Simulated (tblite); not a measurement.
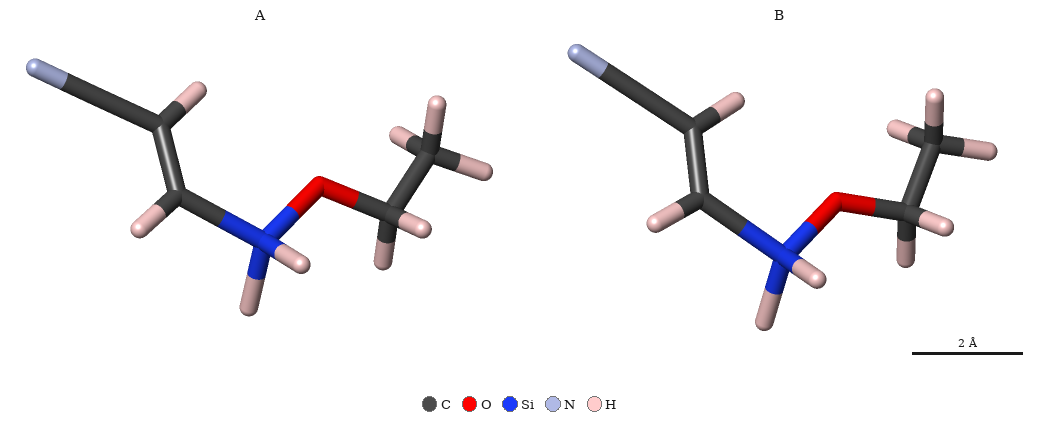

Two geometries of C5H9NOSi, drawn at one scale. One is the start of a relaxation, the other its converged end. The picture is a stick view, seen at a tilt.

These are results of tblite 0.8.0, GFN2-xTB geometry optimisation, gas phase, not measurements. 

**Which one is relaxed?**

Structure B is the relaxed one. After 64 geometry steps the energy has fallen by 19.9 kJ/mol. The largest move after the best rigid fit is that of the N atom, 0.57 Å. Largest moves by element: N 0.57 Å, H 0.46 Å, C 0.41 Å, O 0.32 Å, Si 0.29 Å. Among the contacts that change: O–Si 1.670 → 1.616 Å, C–Si 1.836 → 1.878 Å, C–O 1.441 → 1.401 Å, C–C 1.427 → 1.407 Å. Among the angles between lasting bonds that change: C–O–Si 117.3° → 130.0°, O–Si–C 110.5° → 102.4°, Si–C–H 113.3° → 116.8°. The run took 0.36 s on 1 thread of Intel(R) Xeon(R) 6975P-C, with other jobs on the host.
